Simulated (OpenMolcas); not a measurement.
Multiconfigurational calculation, with input and output: Pd³⁺

- system: Pd³⁺.
- method: state-averaged CASSCF, active space 7 electrons in the shell 4d, basis ANO-RCC-VQZP, DKH2 scalar Hamiltonian, spin-orbit coupling by RASSI with atomic mean-field integrals (OpenMolcas)

**The input**
```
&GATEWAY
Coord
1

Pd 0.0 0.0 0.0
Basis=ANO-RCC-VQZP
Group=XYZ
NoMove
AngMom=0.0 0.0 0.0
AMFI
&SEWARD
&RASSCF
FileOrb=start.orb
Symmetry=1
Spin=4
nActEl=7 0 0
Inactive=9 9
Ras2=5 0
CIRoot=10 10 1
SDav=10
CIMx=300
Iter=120 100
PrWF=0.3
OrbListing=Nothing
MaxOrb=0
Atom
>>> COPY $Project.JobIph JOB001
&RASSCF
FileOrb=start.orb
Symmetry=1
Spin=2
nActEl=7 0 0
Inactive=9 9
Ras2=5 0
CIRoot=40 40 1
SDav=40
CIMx=300
Iter=120 100
PrWF=0.3
OrbListing=Nothing
MaxOrb=0
Atom
>>> COPY $Project.JobIph JOB002
&RASSI
NrOfJobIphs=2 10 40
1 2 3 4 5 6 7 8 9 10
1 2 3 4 5 6 7 8 9 10 11 12 13 14 15 16 17 18 19 20 21 22 23 24 25 26 27
28 29 30 31 32 33 34 35 36 37 38 39 40
IphNames
JOB001
JOB002
EJob
SpinOrbit
DIPRint=1.0
SOCoupling=1000.0
Subsets=2
MEES
Property=10
'ANGMOM' 1 'ANGMOM' 2 'ANGMOM' 3 'MLTPL  1' 1 'MLTPL  1' 2 'MLTPL  1' 3
'AMFI' 1 'AMFI' 2 'AMFI' 3 'MLTPL  2' 6
SOProperty=3
'ANGMOM' 1 'ANGMOM' 2 'ANGMOM' 3
```

The file start.orb holds starting orbitals from an earlier step. A driver script formed the levels outside the program, from RASSI's spin-orbit matrix and the active-space energies, averaged over the components of each term or state.

Launched with:
```bash
OMP_NUM_THREADS=1 MOLCAS_MEM=2252 MOLCAS_PROJECT=a pymolcas a.inp > a.log  # once for each step of the input, in one work folder
```

**Output (extracts)**
```
--- SEWARD ---
Basis set label: PD.ANO-RCC...8S7P5D3F2G1H.

      Electronic valence basis set:
      ------------------
      Associated Effective Charge  46.000000 au
      Associated Actual Charge     46.000000 au
      Nuclear Model: Point charge

      Shell  nPrim  nBasis  Cartesian Spherical Contaminant
         s      21       8        X
         p      18       7        X
         d      13       5                 X
         f       6       3                 X
         g       4       2                 X
         h       2       1                 X
                  Relativistic Douglas-Kroll-Hess integrals:
                    - DKH order of Hamiltonian: 2
                    - DKH order of Properties : 0
                  Atomic mean-field integrals
--- RASSCF ---
Wave function specifications:
      -----------------------------

      Number of closed shell electrons          36
      Number of electrons in active shells       7
      Max number of holes in RAS1 space          0
      Max nr of electrons in RAS3 space          0
      Number of inactive orbitals               18
      Number of active orbitals                  5
      Number of secondary orbitals              81
      Spin quantum number                      1.5
      State symmetry                             1
Orbital specifications:
      -----------------------

      Symmetry species                           1   2
                                                ag  au
      Frozen orbitals                            0   0
      Inactive orbitals                          9   9
      Active orbitals                            5   0
      RAS1 orbitals                              0   0
      RAS2 orbitals                              5   0
      RAS3 orbitals                              0   0
      Secondary orbitals                        37  44
      Deleted orbitals                           0   0
      Number of basis functions                 51  53
      Number of CSFs                            10
      Number of root(s) required                10
      Iter CI   SX   CI       RASSCF       Energy    max ROT     max BLB   max BLB  Level Ln srch  Step   QN
          iter iter root      energy       change     param      element    value   shift minimum  type update
 Nr of preliminary CI iterations:   1
      Total energies have been shifted. Add                -5000.00 au
        1   1    2    0   -39.87112663    0.00E+00   2.11E-08    9  19 2  3.70E-07   0.00   0.00    SX    NO
        2   1    2    0   -39.87112663   -9.09E-12   8.77E-09    9  16 2  1.33E-07   0.00   0.00    SX    NO
        3   1    2    0   -39.87112663   -2.73E-12  -3.62E-09    9  19 2  8.15E-08   0.00   0.00    SX    NO
        4   1    1    0   -39.87112663    2.73E-12   0.00E+00    9  16 2  4.71E-08   0.00   0.00    SX    NO
      Convergence after  4 iterations
        5   1    1    0   -39.87112663   -9.09E-13   0.00E+00    9  16 2  4.71E-08   0.00   0.00    SX    NO
      Natural orbitals and occupation numbers for root  1
      sym 1:   1.740303   1.259697   1.259697   1.740303   1.000000
      Natural orbitals and occupation numbers for root  2
      sym 1:   1.919758   1.080242   1.919758   1.080242   1.000000
      Natural orbitals and occupation numbers for root  3
      sym 1:   1.895743   1.000000   1.895743   1.104257   1.104257
::    RASSCF root number  1 Total energy:  -5039.89170324
::    RASSCF root number  2 Total energy:  -5039.89170324
::    RASSCF root number  3 Total energy:  -5039.89170324
::    RASSCF root number  4 Total energy:  -5039.89170324
::    RASSCF root number  5 Total energy:  -5039.89170324
::    RASSCF root number  6 Total energy:  -5039.89170324
::    RASSCF root number  7 Total energy:  -5039.89170324
::    RASSCF root number  8 Total energy:  -5039.82311455
::    RASSCF root number  9 Total energy:  -5039.82311455
::    RASSCF root number 10 Total energy:  -5039.82311455
--- RASSCF ---
Wave function specifications:
      -----------------------------

      Number of closed shell electrons          36
      Number of electrons in active shells       7
      Max number of holes in RAS1 space          0
      Max nr of electrons in RAS3 space          0
      Number of inactive orbitals               18
      Number of active orbitals                  5
      Number of secondary orbitals              81
      Spin quantum number                      0.5
      State symmetry                             1
Orbital specifications:
      -----------------------

      Symmetry species                           1   2
                                                ag  au
      Frozen orbitals                            0   0
      Inactive orbitals                          9   9
      Active orbitals                            5   0
      RAS1 orbitals                              0   0
      RAS2 orbitals                              5   0
      RAS3 orbitals                              0   0
      Secondary orbitals                        37  44
      Deleted orbitals                           0   0
      Number of basis functions                 51  53
      Number of CSFs                            40
      Number of root(s) required                40
      Iter CI   SX   CI       RASSCF       Energy    max ROT     max BLB   max BLB  Level Ln srch  Step   QN
          iter iter root      energy       change     param      element    value   shift minimum  type update
 Nr of preliminary CI iterations:   1
      Total energies have been shifted. Add                -5000.00 au
        1   1    6    0   -39.76654275    0.00E+00   3.89E-03   13  21 1  7.95E-03*  0.00   0.00    SX    NO
        2   1    8    0   -39.76676313   -2.20E-04* -8.20E-04    9  17 1  4.49E-03*  0.00   0.00    SX    NO
        3   1    8    0   -39.76677761   -1.45E-05* -4.98E-04    9  13 2  1.74E-03*  0.00   0.00    SX    NO
        4   1    8    0   -39.76678136   -3.75E-06* -2.54E-04    9  13 2 -1.03E-03*  0.00   0.00    SX    NO
        5   1    7    0   -39.76678247   -1.11E-06* -9.04E-05    9  13 2  5.53E-04*  0.00   0.65    QN   YES
        6   1    3    0   -39.76678294   -4.73E-07* -3.31E-07    9  17 1  2.09E-06   0.00   1.00    QN   YES
        7   1    2    0   -39.76678294    1.82E-12   3.13E-08    9  17 1  3.76E-07   0.00   0.23    QN   YES
      Convergence after  7 iterations
        8   1    2    0   -39.76678294   -1.82E-12   3.13E-08    9  17 1  1.70E-07   0.00   0.23    QN   YES
      Natural orbitals and occupation numbers for root  1
      sym 1:   1.440633   1.288583   1.361423   1.587905   1.321457
      Natural orbitals and occupation numbers for root  2
      sym 1:   1.528836   1.304400   1.295785   1.407897   1.463083
      Natural orbitals and occupation numbers for root  3
      sym 1:   1.541732   1.311775   1.474592   1.369090   1.302812
::    RASSCF root number  1 Total energy:  -5039.81809052
::    RASSCF root number  2 Total energy:  -5039.81809052
::    RASSCF root number  3 Total energy:  -5039.81809052
::    RASSCF root number  4 Total energy:  -5039.81809052
::    RASSCF root number  5 Total energy:  -5039.81809052
::    RASSCF root number  6 Total energy:  -5039.81809052
::    RASSCF root number  7 Total energy:  -5039.81809052
::    RASSCF root number  8 Total energy:  -5039.81809052
::    RASSCF root number  9 Total energy:  -5039.81809052
::    RASSCF root number 10 Total energy:  -5039.79531823
::    RASSCF root number 11 Total energy:  -5039.79531823
::    RASSCF root number 12 Total energy:  -5039.79531823
::    RASSCF root number 13 Total energy:  -5039.79531823
::    RASSCF root number 14 Total energy:  -5039.79531823
::    RASSCF root number 15 Total energy:  -5039.79531823
::    RASSCF root number 16 Total energy:  -5039.79531823
::    RASSCF root number 17 Total energy:  -5039.79531823
::    RASSCF root number 18 Total energy:  -5039.79531823
::    RASSCF root number 19 Total energy:  -5039.79531823
::    RASSCF root number 20 Total energy:  -5039.79531823
::    RASSCF root number 21 Total energy:  -5039.79531823
::    RASSCF root number 22 Total energy:  -5039.79531823
::    RASSCF root number 23 Total energy:  -5039.79531823
::    RASSCF root number 24 Total energy:  -5039.78609447
::    RASSCF root number 25 Total energy:  -5039.78609447
::    RASSCF root number 26 Total energy:  -5039.78609447
::    RASSCF root number 27 Total energy:  -5039.78609447
::    RASSCF root number 28 Total energy:  -5039.78609447
::    RASSCF root number 29 Total energy:  -5039.72700136
::    RASSCF root number 30 Total energy:  -5039.72700136
--- RASSI ---
SPIN-FREE ENERGIES:
  (Shifted by EMIN (a.u.) =      -5039.8917032409)

 SF State       Relative EMIN(au)   Rel lowest level(eV)    D:o, cm**(-1)      L_eff

     1             0.0000000000        0.0000000000              0.0000         3.0
     2             0.0000000000        0.0000000000              0.0000         3.0
     3             0.0000000000        0.0000000000              0.0000         3.0
     4             0.0000000000        0.0000000000              0.0000         3.0
     5             0.0000000000        0.0000000000              0.0000         3.0
     6             0.0000000000        0.0000000000              0.0000         3.0
     7             0.0000000000        0.0000000000              0.0000         3.0
     8             0.0685886948        1.8663934663          15053.4785         1.0
     9             0.0685886948        1.8663934663          15053.4785         1.0
    10             0.0685886948        1.8663934663          15053.4785         1.0
    11             0.0736127176        2.0031040916          16156.1241         4.0
    12             0.0736127176        2.0031040916          16156.1241         4.0
    13             0.0736127176        2.0031040916          16156.1241         4.0
    14             0.0736127176        2.0031040916          16156.1241         4.0
    15             0.0736127176        2.0031040916          16156.1241         4.0
    16             0.0736127176        2.0031040916          16156.1241         4.0
    17             0.0736127176        2.0031040916          16156.1241         4.0
    18             0.0736127176        2.0031040916          16156.1241         4.0
    19             0.0736127176        2.0031040916          16156.1241         4.0
    20             0.0963850079        2.6227696770          21154.0641         4.0
    21             0.0963850079        2.6227696770          21154.0641         3.4
    22             0.0963850079        2.6227696770          21154.0641         4.9
    23             0.0963850079        2.6227696770          21154.0641         4.7
    24             0.0963850079        2.6227696770          21154.0641         4.5
    25             0.0963850079        2.6227696770          21154.0641         3.2
    26             0.0963850079        2.6227696770          21154.0641         4.5
    27             0.0963850079        2.6227696770          21154.0641         4.6
    28             0.0963850079        2.6227696770          21154.0641         4.4
    29             0.0963850079        2.6227696770          21154.0641         4.4
    30             0.0963850079        2.6227696770          21154.0641         4.4
    31             0.0963850079        2.6227696770          21154.0641         5.0
    32             0.0963850079        2.6227696770          21154.0641         4.6
    33             0.0963850079        2.6227696770          21154.0641         4.8
    34             0.1056087753        2.8737611753          23178.4470         2.0
    35             0.1056087753        2.8737611753          23178.4470         2.0
    36             0.1056087753        2.8737611753          23178.4470         2.0
    37             0.1056087753        2.8737611753          23178.4470         2.0
    38             0.1056087753        2.8737611753          23178.4470         2.0
    39             0.1647018786        4.4817664338          36147.8841         3.0
    40             0.1647018786        4.4817664338          36147.8841         3.0
Eigenvalues of complex Hamiltonian:
   -----------------------------------
  (Shifted by EMIN (a.u.) =      -5039.8917032409)

 SO State       Relative EMIN(au)   Rel lowest level(eV)    D:o, cm**(-1)     J-value

     1            -0.0129173405        0.0000000000              0.0000         3.8
     2            -0.0129173405        0.0000000000              0.0000         3.4
     3            -0.0129173405        0.0000000000              0.0000         3.9
     4            -0.0129173405        0.0000000000              0.0000         3.9
     5            -0.0129173405        0.0000000000              0.0000         3.6
     6            -0.0129173405        0.0000000000              0.0000         3.0
     7            -0.0129173405        0.0000000000              0.0000         3.7
     8            -0.0129173405        0.0000000000              0.0000         3.3
     9            -0.0129173405        0.0000000000              0.0000         3.6
    10            -0.0129173405        0.0000000000              0.0000         3.6
    11            -0.0005347532        0.3369473659           2717.6638         2.4
    12            -0.0005347532        0.3369473659           2717.6638         3.1
    13            -0.0005347532        0.3369473659           2717.6638         2.8
    14            -0.0005347532        0.3369473659           2717.6638         3.0
    15            -0.0005347532        0.3369473659           2717.6638         2.6
    16            -0.0005347532        0.3369473659           2717.6638         2.7
    17            -0.0005347532        0.3369473659           2717.6638         2.9
    18            -0.0005347532        0.3369473659           2717.6638         2.6
    19             0.0073950310        0.5527277853           4458.0502         1.9
    20             0.0073950310        0.5527277853           4458.0502         1.8
    21             0.0073950310        0.5527277853           4458.0502         2.0
    22             0.0073950310        0.5527277853           4458.0502         1.9
    23             0.0073950310        0.5527277853           4458.0502         2.3
    24             0.0073950310        0.5527277853           4458.0502         1.9
    25             0.0124283205        0.6896905716           5562.7296         1.2
    26             0.0124283205        0.6896905716           5562.7296         1.3
    27             0.0124283205        0.6896905716           5562.7296         1.2
    28             0.0124283205        0.6896905716           5562.7296         1.0
    29             0.0632546974        2.0727467453          16717.8299         1.4
    30             0.0632546974        2.0727467453          16717.8299         0.9
    31             0.0632546974        2.0727467453          16717.8299         1.4
    32             0.0632546974        2.0727467453          16717.8299         0.9
    33             0.0635540285        2.0808919585          16783.5255         2.1
    34             0.0635540285        2.0808919585          16783.5255         1.2
    35             0.0635540285        2.0808919585          16783.5255         2.3
    36             0.0635540285        2.0808919585          16783.5255         1.3
    37             0.0635540285        2.0808919585          16783.5255         2.3
    38             0.0635540285        2.0808919585          16783.5255         2.4
    39             0.0666169576        2.1642385060          17455.7608         3.4
    40             0.0666169576        2.1642385060          17455.7608         3.4
    41             0.0666169576        2.1642385060          17455.7608         3.7
Weights of the five most important spin-orbit-free states for each spin-orbit state.

 SO State  Total energy (au)           Spin-free states, spin, and weights
 -------------------------------------------------------------------------------------------------------
    1        -0.012917       6 1.5  0.3059    4 1.5  0.2266    1 1.5  0.1335    7 1.5  0.1019    5 1.5  0.0884
    2        -0.012917       2 1.5  0.2444    7 1.5  0.2236    1 1.5  0.1901    3 1.5  0.1354    4 1.5  0.0842
    3        -0.012917       7 1.5  0.1910    6 1.5  0.1866    1 1.5  0.1807    2 1.5  0.1307    3 1.5  0.1181
    4        -0.012917       5 1.5  0.3183    7 1.5  0.2311    4 1.5  0.1859    3 1.5  0.1091    6 1.5  0.0681
    5        -0.012917       5 1.5  0.2222    6 1.5  0.1834    3 1.5  0.1535    1 1.5  0.1376    4 1.5  0.1204
    6        -0.012917       3 1.5  0.2570    6 1.5  0.2459    5 1.5  0.1985    2 1.5  0.1176    1 1.5  0.0855
    7        -0.012917       7 1.5  0.2691    3 1.5  0.1452    5 1.5  0.1451    4 1.5  0.1187    2 1.5  0.1126
    8        -0.012917       3 1.5  0.2440    4 1.5  0.1792    1 1.5  0.1604    6 1.5  0.1346    2 1.5  0.1152
    9        -0.012917       2 1.5  0.2400    1 1.5  0.2204    4 1.5  0.2044    5 1.5  0.1098    6 1.5  0.0785
   10        -0.012917       2 1.5  0.2522    4 1.5  0.1569    1 1.5  0.1490    3 1.5  0.1350    5 1.5  0.1239
   11        -0.000535       3 1.5  0.3409    4 1.5  0.1818    7 1.5  0.1505    5 1.5  0.1174    6 1.5  0.0814
   12        -0.000535       6 1.5  0.2370    5 1.5  0.2357    7 1.5  0.2222    1 1.5  0.1262    3 1.5  0.0918
```

**Spin-orbit levels, grouped by J and assigned**

```csv
Configuration,Level,E (cm⁻¹),LS purity (%),Landé g
4d⁷,⁴F₉/₂,0,98,1.329
4d⁷,⁴F₇/₂,"2,718",99,1.237
4d⁷,⁴F₅/₂,"4,458",99,1.031
4d⁷,⁴F₃/₂,"5,563",97,0.409
4d⁷,⁴P₃/₂,"16,720",76,1.633
4d⁷,⁴P₅/₂,"16,780",98,1.592
4d⁷,²G₉/₂,"17,460",87,1.094
4d⁷,⁴P₁/₂,"18,610",91,2.489
4d⁷,²G₇/₂,"20,170",99,0.892
4d⁷,"J = 3/2 (even, mixed)","23,030",51,1.261
4d⁷,²H₁₁/₂,"23,170",100,1.091
4d⁷,²D₅/₂,"25,410",96,1.206
4d⁷,²P₁/₂,"25,730",91,0.848
4d⁷,²H₉/₂,"25,900",89,0.931
4d⁷,²D₃/₂,"29,990",69,0.963
4d⁷,²F₅/₂,"38,230",99,0.862
4d⁷,²F₇/₂,"39,560",99,1.141
4d⁷,²D₃/₂,"59,600",100,0.800
4d⁷,²D₅/₂,"60,910",98,1.197
```

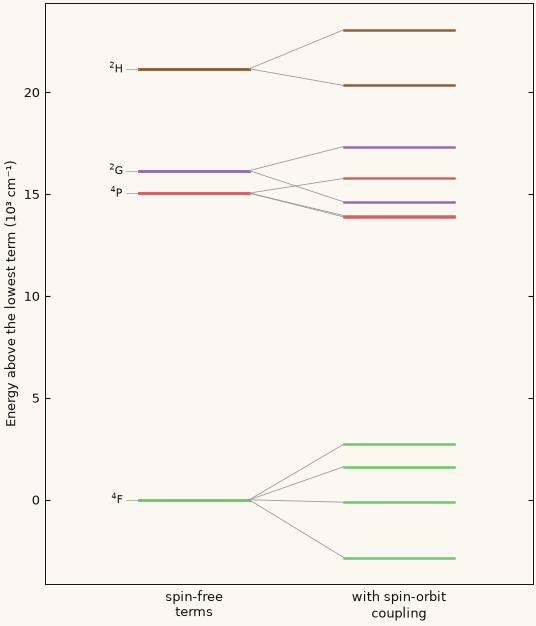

Terms of Pd³⁺ without and with spin-orbit coupling; the J values are left off. ⁴F (at 0) splits over 5,560 cm⁻¹ into J = 9/2, 7/2, 5/2, 3/2 from the bottom up (inverted); ⁴P (at 15,100 cm⁻¹) splits over 1,890 cm⁻¹ into J = 3/2, 5/2, 1/2 from the bottom up (irregular); ²G (at 16,200 cm⁻¹) splits over 2,720 cm⁻¹ into J = 9/2, 7/2 from the bottom up (inverted); ²H (at 21,200 cm⁻¹) splits over 2,730 cm⁻¹ into J = 11/2, 9/2 from the bottom up (inverted). The ground level lies 2,840 cm⁻¹ below the lowest term.

**Results in brief**

- outcome: converged
- lowest level: 4d⁷ ⁴F₉/₂
- first excited level: 4d⁷ ⁴F₇/₂, 2,718 cm⁻¹
- energy of the lowest spin-free term: −5039.89170 hartree
- energy of the lowest spin-orbit level: −5039.90462 hartree
- largest spread among components of a term: 0.0 cm⁻¹
- hardware: 1 thread of Arm Neoverse V1, 112 GiB of memory available, shared host
- wall time: 23 s

**Remarks**

Without dynamic correlation the splittings between terms come out too large, often by 20 to 50 %. Limits: levels of higher terms that fall inside the range are not drawn.
